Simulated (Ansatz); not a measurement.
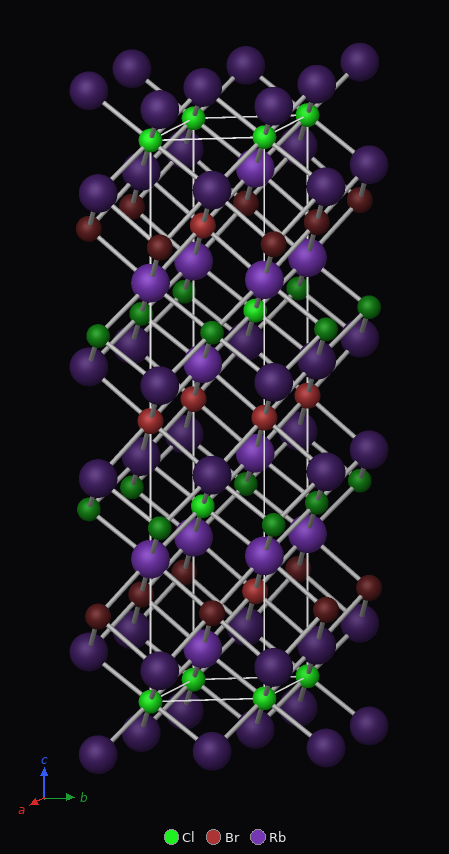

The figure gives a ball-and-stick picture of the atoms, viewed slightly off an axis. Atoms at the boundary of the conventional unit cell (the box) are drawn once for each face, edge or corner they touch. Atoms of adjacent cells appear where they bond to atoms in the box, in fainter colours.

Rb2BrCl, space group R-3m (No. 166), a = 4.707 Å, b = 4.707 Å, c = 23.462 Å, α = 90.00°, β = 90.00°, γ = 120.00°. Its origin is a structure type filled with these elements by a generator (whether the compound takes this form wasn't checked). The cell was then strained or its atoms displaced on purpose. An electronic-structure calculation with Ansatz was run on it.

This one geometry was computed with Ansatz (DFT, plane waves, PAW) at three levels of theory: r2SCAN, HSE06 and PBE. It was relaxed with r2SCAN and then strained.

How does the band gap change with the level of theory?

Answer. PBE: a gap of 4.51 eV, direct; r2SCAN: a gap of 5.10 eV, direct; HSE06: a gap of 5.69 eV, direct.

Collect the results in a table.

Answer.
| level | cutoff (eV) | k-mesh of the run's cell | gap (eV) | pressure (GPa) |
| --- | --- | --- | --- | --- |
| r2SCAN | 500 | 6×6×6 | 5.10 | 0.5 |
| HSE06 | 420 | 4×4×4 | 5.69 | 0.8 |
| PBE | 420 | 6×6×6 | 4.51 | 1.1 |

Gaps are taken on the k-mesh or band path of each run.
